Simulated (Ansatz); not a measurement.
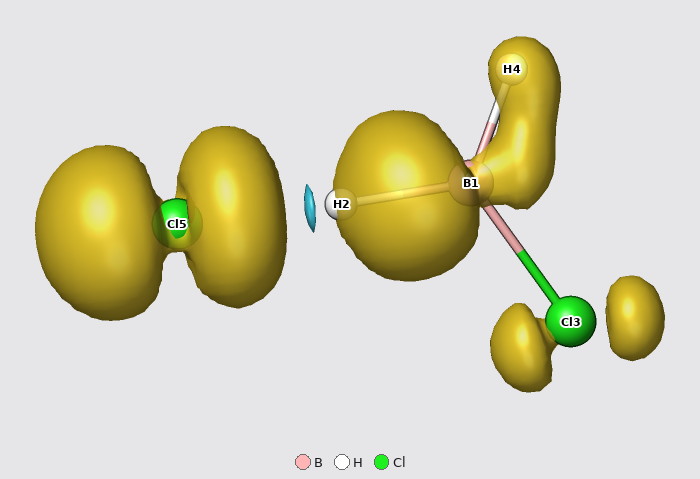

BClH2···Cl (doublet). Isosurfaces of the spin density (α minus β) at +0.03 (yellow) and −0.03 e/Å³ (cyan), seen across its widest extent.

Method: Ansatz 0.2.0, UKS revPBE-D4/def2-SVP.

```yaml
atoms:
  - { symbol: B, position_ang: [0.0237, 0.0000, 0.0182] }
  - { symbol: H, position_ang: [0.0498, 0.0000, 1.3406] }
  - { symbol: Cl, position_ang: [1.5433, 0.0000, -0.7939] }
  - { symbol: H, position_ang: [-1.0504, 0.0000, -0.5428] }
  - { symbol: Cl, position_ang: [0.0139, 0.0000, 3.0029] }
```

Question: Which atoms carry the spin?

Answer: The unpaired spin (1 electron) lies mostly on Cl5 (about 0.5), B1 (about 0.2), H2 (about 0.1) and Cl3 (about 0.1), in electrons by Hirshfeld's partition.
